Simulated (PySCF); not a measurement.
## Electronic structure of Cl₃H₃HfN (charge +1) in real space

The calculation's input:

```
mol = gto.M(atom='''
Hf    -0.00959     0.00959    -0.00959
Cl     1.19235     1.55483     1.19235
Cl    -1.55483    -1.19235     1.19235
Cl     1.19235    -1.19235    -1.55483
N     -1.31916     1.31916    -1.31916
H     -1.93972     1.93972    -0.78206
H     -0.78206     1.93972    -1.93972
H     -1.93972     0.78206    -1.93972''',
    basis={'Hf': 'def2-SVP', 'Cl': 'def2-SVP', 'N': 'def2-SVP', 'H': 'def2-SVP'},
    ecp={'Hf': 'def2-SVP'},
    charge=1, spin=0)
mf = dft.RKS(mol, xc='PBE0')
mf.grids.atom_grid = (75, 302)  # f atoms: at least (60, 302), unpruned
mf = mf.density_fit()  # Hf def2-universal-JKFIT, Cl def2-universal-JKFIT, N def2-universal-JKFIT, H def2-universal-JKFIT
mf.conv_tol = 1e-09; mf.max_cycle = 55
mf.kernel(dm0)
```

Command:

```sh
OMP_NUM_THREADS=2 python run.py
```

Core potentials replace the inner electrons of Hf.

Method: RKS PBE0, Hf def2-SVP with ECP60, Cl def2-SVP, N def2-SVP, H def2-SVP; non-relativistic Hamiltonian with scalar-relativistic core potentials where named; density fitting (PySCF).

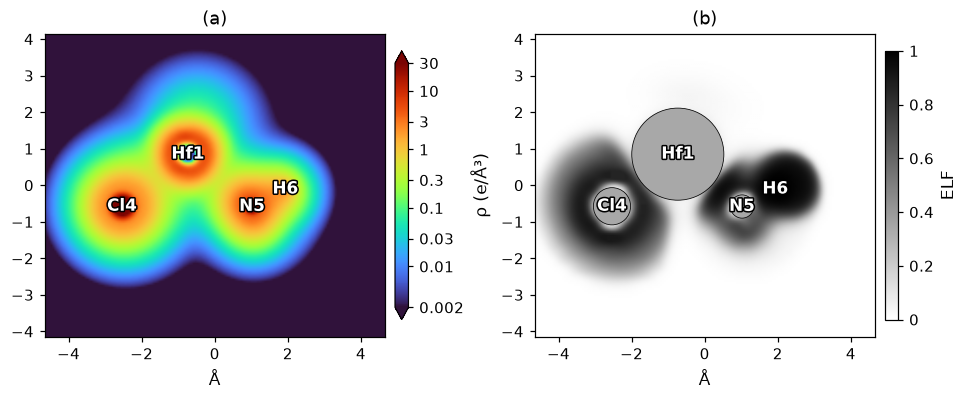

Figure 1. (a) electron density; (b) electron localisation function on the plane of atoms Cl4, Hf1 and N5. Grey discs cover the atomic cores in the ELF map.

> Describe what can be read from this map.

The plane passes through Hf, Cl, N and H nuclei.
Hf–N (2.27 Å): the density is about 0.49 e/Å³ at the midpoint; the ELF peaks at about 0.95 in the valence shell of N, 0.7 Å from its nucleus, and is about 0.25 at the midpoint.
Hf–Cl (2.30 Å): the density is about 0.65 e/Å³ at the midpoint; the ELF peaks at about 0.80 in the valence shell of Cl, 0.8 Å from its nucleus, and is about 0.35 at the midpoint.
N–H (1.03 Å): ρ at the midpoint is about 2.8 e/Å³; the ELF climbs to about 1 towards the hydrogen, as it does in any bond to H: an ordinary covalent bond to hydrogen.

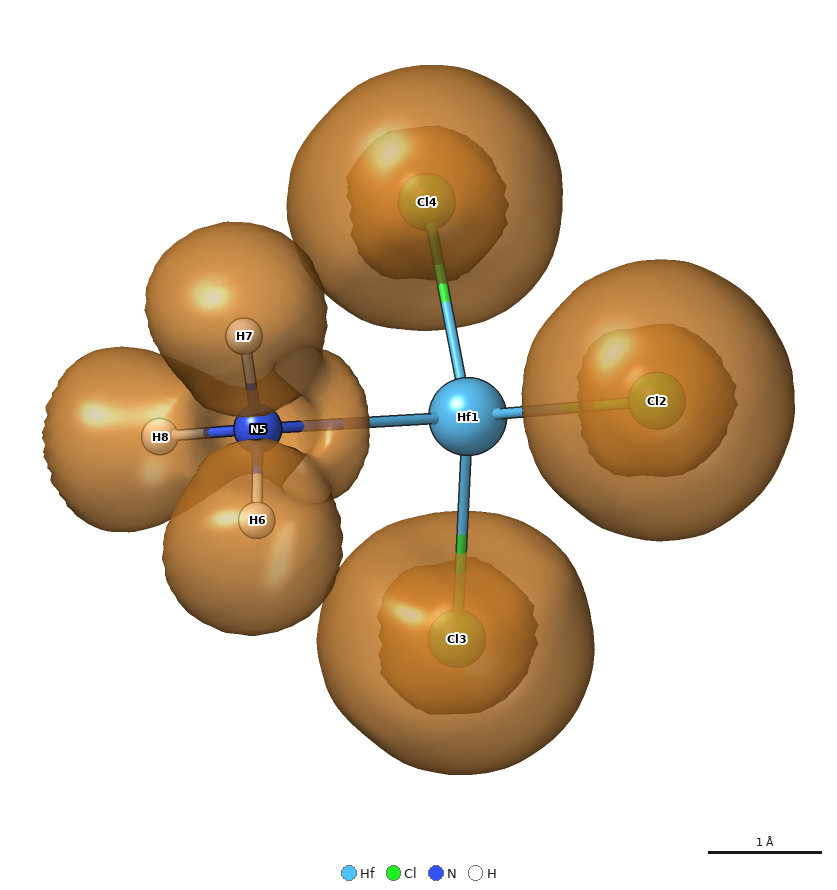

Figure 2. Isosurface of the ELF at 0.75 (orange), seen at a tilt. Core shells and regions of very low density are left out.

> What do the ELF domains correspond to?

The surface consists of three regions wrapped around Cl (the valence shell of each) and one joined region spread over several atoms (H, N), in which their bonds and any lone pairs are merged.

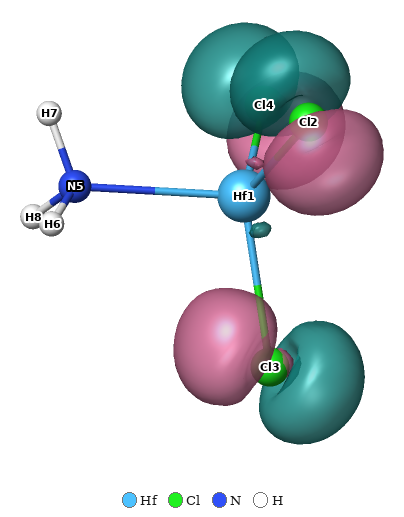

Figure 3. The HOMO−1 at ±0.15 Å⁻³ᐟ² (teal and pink are the two phases), seen at a tilt.

> What is the character of this orbital?

It lies mainly on Cl2 (about 30 %), Cl3 (about 30 %), Cl4 (about 30 %) and Hf1 (about 10 %); largely a combination of lone pairs on Cl2, Cl3 and Cl4. It is one of a degenerate set, so its orientation is arbitrary. Its energy is −14.30 eV.
